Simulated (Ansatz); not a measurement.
# C₂H₆GaN: small, medium and large basis sets

How large a basis does C₂H₆GaN need? Two functionals are run in growing sets.

Computed with Ansatz 0.2.0, Gaussian basis. Level: one geometry, several basis sets.

Plan: PBE0-D4/def2-SVP; ωB97M-V/def2-SVP; PBE0-D4/def2-QZVPP; ωB97M-V/def2-QZVPP; the functionals' def2-TZVPP values are taken from earlier runs.

## (1) Structure used throughout

All runs share one geometry, relaxed beforehand with PBE0-D4 in a triple-zeta def2 set.

SMILES `CC#[N+][GaH3-]`, 10 atoms, charge 0, spin multiplicity 1.

Atoms are counted from 1 here; the program's logs count them from 0.

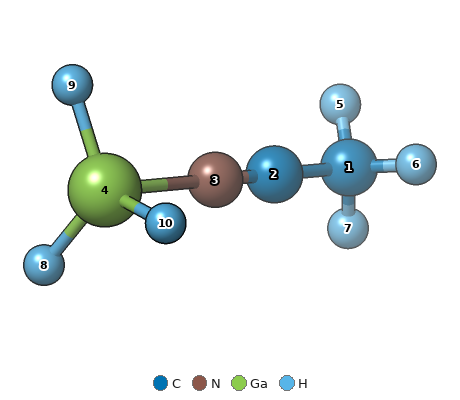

The structure; colours as in the key; atoms are numbered from 1 in the order of the file.

## (2) PBE0-D4 in def2-SVP

in.yaml reads:

```yaml
crystal:
  periodic: [false, false, false]
  atoms:
    - {symbol: C, position_ang: [-1.048904, 1.001481, -1.707199]}
    - {symbol: C, position_ang: [-0.371189, 0.353924, -0.609482]}
    - {symbol: N, position_ang: [0.166052, -0.159002, 0.260136]}
    - {symbol: Ga, position_ang: [1.176435, -1.116769, 1.886153]}
    - {symbol: H, position_ang: [-2.001664, 1.407417, -1.364031]}
    - {symbol: H, position_ang: [-0.431135, 1.813418, -2.093773]}
    - {symbol: H, position_ang: [-1.232523, 0.279392, -2.504179]}
    - {symbol: H, position_ang: [0.829252, -2.606658, 1.500553]}
    - {symbol: H, position_ang: [0.369269, -0.441588, 3.061572]}
    - {symbol: H, position_ang: [2.627608, -0.582713, 1.573049]}
basis:
  gaussian: {orbitals: def2-SVP}
hamiltonian: {xc: pbe0, dispersion: d4}
output: {orbitals: {seedname: orbitals}}
```

Further steps of the session: ωB97M-V in def2-SVP; PBE0-D4 in def2-QZVPP; ωB97M-V in def2-QZVPP.

**Question.** What will the summary of the whole plan be? Wanted: PBE0-D4: double and triple zeta above quadruple; ωB97M-V: double and triple zeta above quadruple.

The runs gave:

| quantity | value |
| --- | --- |
| PBE0-D4: double and triple zeta above quadruple | 12.18, 1.39 eV |
| ωB97M-V: double and triple zeta above quadruple | 12.33, 1.34 eV |

**Reading.** PBE0-D4 gains 10.79 eV from double to triple zeta, then 1.39 eV more. Total energies overstate the basis error of differences, where much of it tends to cancel. The LUMO of ωB97M-V is positive and keeps falling with the basis (1.91 to 0.77 eV): an unbound level that the basis holds in place.
